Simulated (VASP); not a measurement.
# A VASP study of BaTi2As2O (PBEsol): structure first, properties next, part 2 of 5

Aim: relax BaTi2As2O, then compute properties on the relaxed cell. The start is a computed cell from the Materials Project.

VASP 6.6.1; PBEsol, no spin polarisation; plane waves and PAW (Ba_sv, Ti_sv, As, O).

Still holding for the runs below: This run has no spin polarisation, although Ti can carry a moment. The k-mesh is coarse for a metal.

So far. Step 2 (Relaxing cell and atoms (PBEsol)): It ends with a largest force of 0.006 eV/Å and a pressure of -0.05 GPa.

### Step 3. Second relaxation

The basis stayed that of the start cell while the cell moved. A rerun from the cell reached resets it; the error of the finite cutoff stays.

Input file INCAR:

```
SYSTEM = BaTi2As2O
PREC = Accurate
ENCUT = 520
EDIFF = 1E-06
NELM = 100
ISMEAR = 0
SIGMA = 0.05
LREAL = .FALSE.
ALGO = Normal
GGA = PS
NBANDS = 31
LASPH = .TRUE.
LORBIT = 11
LWAVE = .FALSE.
LCHARG = .FALSE.
KPAR = 4
IBRION = 2
NSW = 60
ISIF = 3
EDIFFG = -0.01
```

Input file POSCAR:

```
BaTi2As2O
1.0
    4.0086765299      0.0000000000      0.0000000000
    0.0000000000      4.0086765299      0.0000000000
    0.0000000000      0.0000000000      7.2707842006
Ba Ti As O
1 2 2 1
Direct
    0.5000000000      0.5000000000      0.5000000000
    0.0000000000      0.5000000000      0.0000000000
    0.5000000000      0.0000000000      0.0000000000
    0.0000000000      0.0000000000      0.2429978270
    0.0000000000      0.0000000000      0.7570021730
    0.5000000000      0.5000000000      0.0000000000
```

Input file KPOINTS:

```
Automatic mesh
0
Gamma
6 6 3
0 0 0
```

Potentials, in the order of the species: Ba_sv, Ti_sv, As and O (PBE family, release 64).

The run is started by

```bash
$ mpirun -np 4 vasp_std
```

What it wrote:

```text
[banner, memory and clock lines left out]
running    4 mpi-ranks, on    1 nodes
 distrk:  each k-point on    1 cores,    4 groups
 distr:  one band on    1 cores,    1 groups

 POSCAR found type information on POSCAR BaTiAsO
 POSCAR found :  4 types and       6 ions
 [... a notice as in an earlier step ...]

 LDA part: xc-table for (Slater+PW92), standard interpolation
 POSCAR, INCAR and KPOINTS ok, starting setup
 FFT: planning ... GRIDC
 FFT: planning ... GRID_SOFT
 FFT: planning ... GRID
 WAVECAR not read
 entering main loop
       N       E                     dE             d eps       ncg     rms          rms(c)
DAV:   1     0.591481585628E+03    0.59148E+03   -0.24091E+04  1240   0.167E+03
DAV:   2     0.359406718570E+02   -0.55554E+03   -0.53988E+03  1330   0.484E+02
DAV:   3    -0.442963863939E+02   -0.80237E+02   -0.78635E+02  2026   0.162E+02
DAV:   4    -0.504853243767E+02   -0.61889E+01   -0.61621E+01  1866   0.395E+01
DAV:   5    -0.508077540468E+02   -0.32243E+00   -0.32233E+00  1766   0.762E+00    0.206E+01
DAV:   6    -0.455797233130E+02    0.52280E+01   -0.59606E+01  1731   0.532E+01    0.101E+01
DAV:   7    -0.443683448027E+02    0.12114E+01   -0.17205E+01  1713   0.274E+01    0.625E+00
DAV:   8    -0.441150218730E+02    0.25332E+00   -0.15947E+00  1655   0.861E+00    0.205E+00
DAV:   9    -0.441253921600E+02   -0.10370E-01   -0.41244E-01  1956   0.346E+00    0.131E+00
DAV:  10    -0.441116308229E+02    0.13761E-01   -0.15472E-01  1782   0.287E+00    0.408E-01
DAV:  11    -0.441121734827E+02   -0.54266E-03   -0.64064E-03  1607   0.593E-01    0.111E-01
DAV:  12    -0.441120099550E+02    0.16353E-03   -0.86306E-04  1920   0.183E-01    0.405E-02
DAV:  13    -0.441120263708E+02   -0.16416E-04   -0.18671E-04  1910   0.915E-02    0.108E-02
DAV:  14    -0.441120264429E+02   -0.72018E-07   -0.18669E-05  1795   0.220E-02    0.593E-03
DAV:  15    -0.441120267198E+02   -0.27697E-06   -0.86939E-07   992   0.735E-03
   1 F= -.44112027E+02 E0= -.44110706E+02  d E =-.441120E+02
 curvature:   0.00 expect dE= 0.000E+00 dE for cont linesearch  0.000E+00
 trial: gam= 0.00000 g(F)=  0.355E-05 g(S)=  0.294E-04 ort = 0.000E+00 (trialstep = 0.100E+01)
 search vector abs. value=  0.330E-04
 reached required accuracy - stopping structural energy minimisation
```

Run time: 22 s. Hardware: 4 MPI ranks of AMD EPYC 7R43, shared host; peak memory 0.93 GiB.

Parts of OUTCAR (step 3):

```text
  LATTYP: Found a simple tetragonal cell.
 ALAT       =     4.0086765299
 C/A-ratio  =     1.8137617606

The static configuration has the point symmetry D_4h.

 Found     20 irreducible k-points:

   dimension x,y,z NGX =    30 NGY =   30 NGZ =   54
   dimension x,y,z NGXF=    60 NGYF=   60 NGZF=  108

   ENCUT  =  520.0 eV  38.22 Ry    6.18 a.u.   7.45  7.45 13.52*2*pi/ulx,y,z

   NELECT =      50.0000    total number of electrons

 E-fermi :   6.0028

 k-point     1 :       0.0000    0.0000    0.0000
  band No.  band energies     occupation
    ...
     22       4.2587      2.00000
     23       4.9573      2.00000
     24       5.4012      2.00000
     25       5.4012      2.00000
     26       5.7423      2.00000
     27       6.3003      0.00000
     28       7.0763      0.00000
     29       7.0763      0.00000
     30       7.4288      0.00000
     31       8.1919      0.00000

 k-point     2 :       0.1667    0.0000    0.0000
  band No.  band energies     occupation
    ...
     22       3.8240      2.00000
     23       4.2634      2.00000
     24       5.2565      2.00000
     25       5.6136      2.00000
     26       5.8078      2.00000
     27       6.6711      0.00000
     28       6.8718      0.00000
     29       7.2390      0.00000
     30       7.5553      0.00000
     31       8.2377      0.00000

  Total       -0.0423590     -0.0423590     -0.0084542      0.0000000     -0.0000000      0.0000000
  in kB       -0.5808622     -0.5808622     -0.1159315      0.0000000     -0.0000000      0.0000000
  external PRESSURE =      -0.4258853 kB  Pullay stress =       0.0000000 kB

  energy-cutoff  :      520.00
  volume of cell :      116.84
      direct lattice vectors                 reciprocal lattice vectors
     4.008676530  0.000000000  0.000000000     0.249458891  0.000000000  0.000000000
     0.000000000  4.008676530  0.000000000     0.000000000  0.249458891  0.000000000
     0.000000000  0.000000000  7.270784201     0.000000000  0.000000000  0.137536746

 POSITION                                       TOTAL-FORCE (eV/Angst)
 -----------------------------------------------------------------------------------
      2.00434      2.00434      3.63539         0.000000      0.000000      0.000000
      0.00000      2.00434      0.00000         0.000000      0.000000      0.000000
      2.00434      0.00000      0.00000         0.000000      0.000000      0.000000
      0.00000      0.00000      1.76678         0.000000      0.000000      0.006069
      0.00000      0.00000      5.50400        -0.000000      0.000000     -0.006069
      2.00434      2.00434      0.00000         0.000000      0.000000      0.000000
 -----------------------------------------------------------------------------------
    total drift:                                0.000000     -0.000000      0.000000

  FREE ENERGIE OF THE ION-ELECTRON SYSTEM (eV)
  ---------------------------------------------------
  free  energy   TOTEN  =       -44.1120267198 eV

  energy  without entropy=      -44.1093847777  energy(sigma->0) =      -44.11070575

 total charge
# of ion       s       p       d       tot
------------------------------------------
    1        2.007   5.578   0.338   7.922
    2        2.185   6.174   1.955  10.313
    3        2.185   6.174   1.955  10.313
    4        1.215   1.613   0.025   2.852
    5        1.215   1.613   0.025   2.852
    6        1.561   3.489   0.000   5.050
--------------------------------------------------
tot         10.366  24.641   4.297  39.304

[... 4 parts as in an earlier step ...]

[... 6 further parts left out ...]
```

Little changed from the start: no atom moved by 0.005 Å and no cell edge by 0.1 %.

Numbers from this step:

```
pressure                        : -0.04259 GPa
SCF cycles over all ionic steps : 15
```

It ends with a largest force of 0.006 eV/Å and a pressure of -0.04 GPa. The volume moved by under 0.01 %: the run met its threshold at the first step.

### Step 4. Single point with fields (PBEsol)

A single point on the relaxed cell gives a clean self-consistent state, with density, ELF and potential written out.

INCAR, as its differences from that of step 3:

```diff
@@ -14,7 +14,5 @@
 LWAVE = .FALSE.
-LCHARG = .FALSE.
-KPAR = 4
-IBRION = 2
-NSW = 60
-ISIF = 3
-EDIFFG = -0.01
+LCHARG = .TRUE.
+ISIF = 2
+LELF = .TRUE.
+LVHAR = .TRUE.
```

POSCAR is that of step 3.

KPOINTS is that of step 3.

The run is started by

```bash
$ mpirun -np 4 vasp_std
```

What it wrote:

```text
[banner, memory and clock lines left out]
running    4 mpi-ranks, on    1 nodes
 distrk:  each k-point on    4 cores,    1 groups
 distr:  one band on    1 cores,    4 groups

 POSCAR found type information on POSCAR BaTiAsO
 POSCAR found :  4 types and       6 ions
 [... a notice as in an earlier step ...]

 LDA part: xc-table for (Slater+PW92), standard interpolation
|                                                                             |
|           W    W    AA    RRRRR   N    N  II  N    N   GGGG   !!!           |
|           W    W   A  A   R    R  NN   N  II  NN   N  G    G  !!!           |
|           W    W  A    A  R    R  N N  N  II  N N  N  G       !!!           |
|           W WW W  AAAAAA  RRRRR   N  N N  II  N  N N  G  GGG   !            |
|           WW  WW  A    A  R   R   N   NN  II  N   NN  G    G                |
|           W    W  A    A  R    R  N    N  II  N    N   GGGG   !!!           |
|                                                                             |
|     The number of bands has been changed from the values supplied in        |
|     The orbitals not found in the WAVECAR file will be initialized with     |
|     random numbers, which is usually adequate. For correlated               |
|     calculations, however, you should redo the groundstate calculation.     |
|     I found NBANDS = 31. Now, NBANDS = 32.                                  |
|                                                                             |

 POSCAR, INCAR and KPOINTS ok, starting setup
 FFT: planning ... GRIDC
 FFT: planning ... GRID_SOFT
 FFT: planning ... GRID
 WAVECAR not read
 entering main loop
       N       E                     dE             d eps       ncg     rms          rms(c)
DAV:   1     0.571836507950E+03    0.57184E+03   -0.23867E+04  1288   0.161E+03
DAV:   2     0.289454644432E+02   -0.54289E+03   -0.52476E+03  1392   0.465E+02
DAV:   3    -0.446438626754E+02   -0.73589E+02   -0.72170E+02  2016   0.155E+02
DAV:   4    -0.505229283218E+02   -0.58791E+01   -0.58104E+01  1992   0.373E+01
DAV:   5    -0.508069738349E+02   -0.28405E+00   -0.28399E+00  1752   0.713E+00    0.206E+01
DAV:   6    -0.455934607768E+02    0.52135E+01   -0.56567E+01  1800   0.515E+01    0.102E+01
DAV:   7    -0.443849453394E+02    0.12085E+01   -0.16325E+01  1776   0.270E+01    0.635E+00
DAV:   8    -0.441186809983E+02    0.26626E+00   -0.14976E+00  1704   0.834E+00    0.214E+00
DAV:   9    -0.441278083317E+02   -0.91273E-02   -0.46163E-01  2000   0.364E+00    0.138E+00
DAV:  10    -0.441108566080E+02    0.16952E-01   -0.14084E-01  1848   0.274E+00    0.428E-01
DAV:  11    -0.441122133941E+02   -0.13568E-02   -0.63834E-03  1544   0.545E-01    0.116E-01
DAV:  12    -0.441120247669E+02    0.18863E-03   -0.59785E-04  1768   0.158E-01    0.455E-02
DAV:  13    -0.441120253767E+02   -0.60985E-06   -0.29578E-04  2008   0.111E-01    0.140E-02
DAV:  14    -0.441120264139E+02   -0.10372E-05   -0.26406E-05  1840   0.272E-02    0.714E-03
DAV:  15    -0.441120268550E+02   -0.44114E-06   -0.15215E-06  1216   0.902E-03
   1 F= -.44112027E+02 E0= -.44110706E+02  d E =-.264218E-02
```

Run time: 24 s. Hardware: 4 MPI ranks; peak memory 0.54 GiB.

From OUTCAR (step 4):

```text
The static configuration has the point symmetry D_4h.

 Found     20 irreducible k-points:

   k-points           NKPTS =     20   k-points in BZ     NKDIM =     20   number of bands    NBANDS=     32

   NELECT =      50.0000    total number of electrons

 E-fermi :   6.0027

 k-point     1 :       0.0000    0.0000    0.0000
  band No.  band energies     occupation
    ...
     22       4.2587      2.00000
     23       4.9572      2.00000
     24       5.4012      2.00000
     25       5.4012      2.00000
     26       5.7423      2.00000
     27       6.3003      0.00000
     28       7.0763      0.00000
     29       7.0763      0.00000
     30       7.4287      0.00000
     31       8.1919      0.00000
    ...

 k-point     2 :       0.1667    0.0000    0.0000
  band No.  band energies     occupation
    ...
     22       3.8240      2.00000
     23       4.2634      2.00000
     24       5.2565      2.00000
     25       5.6136      2.00000
     26       5.8078      2.00000
     27       6.6711      0.00000
     28       6.8718      0.00000
     29       7.2390      0.00000
     30       7.5553      0.00000
     31       8.2353      0.00000
    ...

  Total       -0.0417503     -0.0417503     -0.0082703      0.0000000      0.0000000      0.0000000
  in kB       -0.5725148     -0.5725148     -0.1134089      0.0000000      0.0000000      0.0000000
  external PRESSURE =      -0.4194795 kB  Pullay stress =       0.0000000 kB

 POSITION                                       TOTAL-FORCE (eV/Angst)
 -----------------------------------------------------------------------------------
      2.00434      2.00434      3.63539         0.000000      0.000000      0.000000
      0.00000      2.00434      0.00000         0.000000      0.000000      0.000000
      2.00434      0.00000      0.00000         0.000000      0.000000      0.000000
      0.00000      0.00000      1.76678        -0.000000     -0.000000      0.006198
      0.00000      0.00000      5.50400         0.000000     -0.000000     -0.006198
      2.00434      2.00434      0.00000         0.000000      0.000000      0.000000
 -----------------------------------------------------------------------------------
    total drift:                                0.000000     -0.000000      0.000000

  FREE ENERGIE OF THE ION-ELECTRON SYSTEM (eV)
  ---------------------------------------------------
  free  energy   TOTEN  =       -44.1120268550 eV

  energy  without entropy=      -44.1093846797  energy(sigma->0) =      -44.11070577

 total charge
# of ion       s       p       d       tot
------------------------------------------
    1        2.007   5.578   0.338   7.923
    2        2.185   6.174   1.955  10.313
    3        2.185   6.174   1.955  10.313
    4        1.215   1.613   0.025   2.852
    5        1.215   1.613   0.025   2.852
    6        1.561   3.489   0.000   5.050
--------------------------------------------------
tot         10.366  24.641   4.297  39.304

[... 9 parts as in an earlier step ...]

[... 3 further parts left out ...]
```

This step gave:

```
SCF cycles : 15
bands      : 32
pressure   : -0.04195 GPa
```

Valence electrons inside each PAW sphere by angular momentum. Sphere charges, by row:

```csv
atom,s (e),p (e),d (e),tot (e)
Ba1,2.007,5.578,0.338,7.923
Ti2,2.185,6.174,1.955,10.31
Ti3,2.185,6.174,1.955,10.31
As4,1.215,1.613,0.025,2.852
As5,1.215,1.613,0.025,2.852
O6,1.561,3.489,0,5.05
```

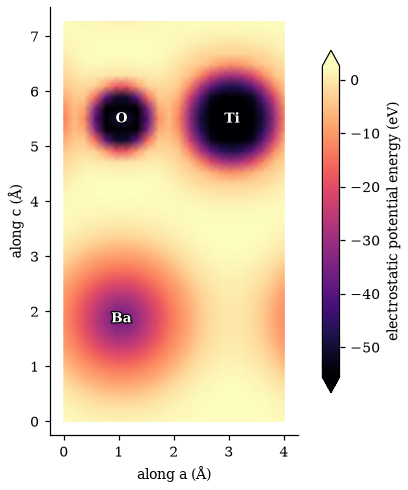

Electrostatic potential energy in the ac plane at fractional y = 0.500, with atoms of Ba and Ti and O within 0.2 Å of it. With pseudopotentials it is smooth inside the atoms' cores, unlike the true potential. The map starts off the cell's origin, so that atoms lie inside it.

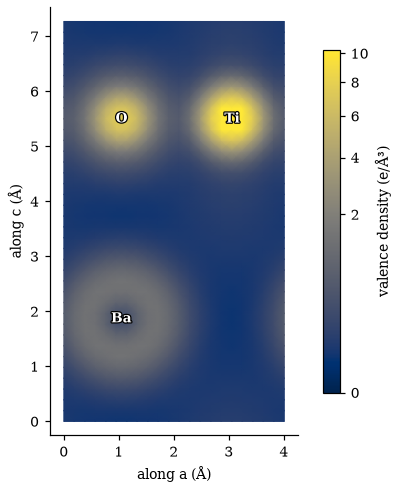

Valence density in the ac plane at fractional y = 0.500, with atoms of Ba and Ti and O within 0.2 Å of it. It is the smooth field of the valence electrons, not physical close to the nuclei. The map starts off the cell's origin, so that atoms lie inside it. The colour scale is stretched toward low values.

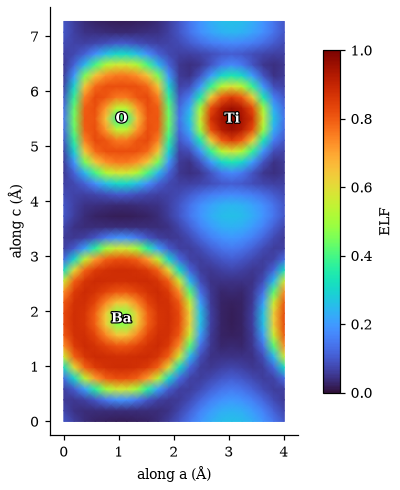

ELF in the ac plane at fractional y = 0.500, with atoms of Ba and Ti and O within 0.2 Å of it. It is the smooth field of the valence electrons, not physical close to the nuclei. The map starts off the cell's origin, so that atoms lie inside it.

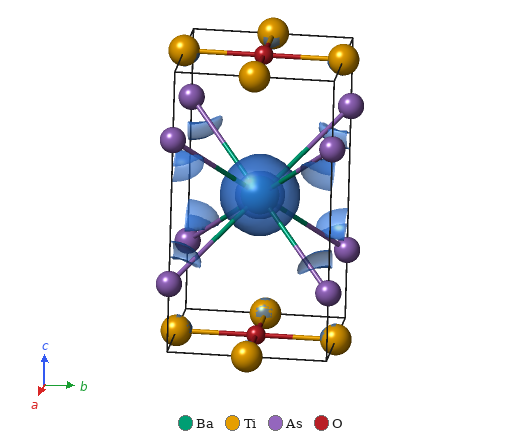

Surface of ELF = 0.85.

In this run the pressure is -0.04 GPa, small enough to go on.

(Part 2 of 5 ends here.)

[Lines on the potential files, build, host, timing and source positions are cut from VASP's logs without a mark.]

[Logs are printed without paths, hosts, clocks, repeated set-up lines and the standing remarks that a program may print on its own settings, such as how far it seeks lower states.]

[Hosts, paths, dates, database ids (printed as entryN), source tags and the programs' standing remarks are cut or masked in the printed files.]

[A measured line is paired with the nearest computed mode of its activity, which favours agreement.]

[In band tables of VASP the shares of atoms and orbitals are scaled to a sum of 1 inside the atoms' spheres.]
